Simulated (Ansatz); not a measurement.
```yaml
atoms:
  - { symbol: N, position_ang: [-0.5560, 1.4832, 0.3726] }
  - { symbol: C, position_ang: [-0.1899, 0.2043, -0.0904] }
  - { symbol: Si, position_ang: [1.4257, -0.5339, 0.6033] }
  - { symbol: C, position_ang: [-1.2541, -0.7229, -0.5498] }
  - { symbol: S, position_ang: [-0.2534, -0.2253, -2.0112] }
  - { symbol: H, position_ang: [-1.3774, 1.8572, -0.1231] }
  - { symbol: H, position_ang: [0.2059, 2.1655, 0.2749] }
  - { symbol: H, position_ang: [1.5403, -1.9575, 0.1326] }
  - { symbol: H, position_ang: [1.4220, -0.4975, 2.1175] }
  - { symbol: H, position_ang: [2.5866, 0.2962, 0.1124] }
  - { symbol: H, position_ang: [-2.2892, -0.3350, -0.5311] }
  - { symbol: H, position_ang: [-1.1834, -1.7895, -0.2737] }
```

All numbers below come from RKS PBE-D4/cc-pVDZ in Ansatz.

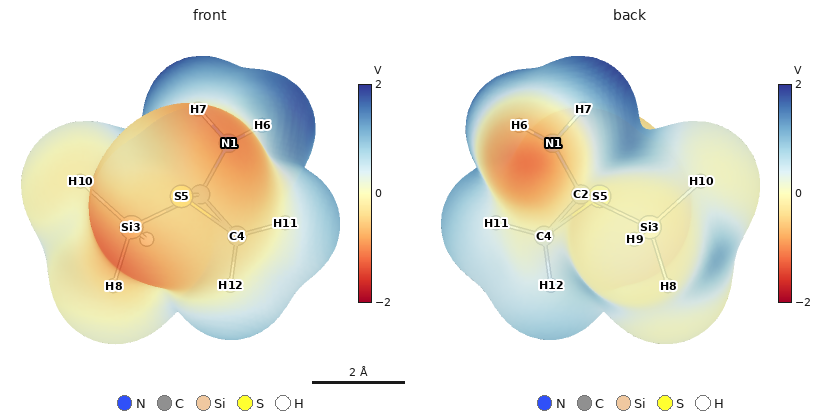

C₂H₇NSSi (SMILES NC1([SiH3])CS1). The molecular electrostatic potential painted on the density surface at 0.002 e/bohr³, seen from the front and from behind; the colour scale runs from red (negative) to blue (positive).

> Describe the electrostatic potential map.

The most negative region (about −1.2 V, or −28 kcal/mol for a unit charge) lies over N1 and S5, the most positive (about +1.8 V, or +42 kcal/mol for a unit charge) over H6 and H7.
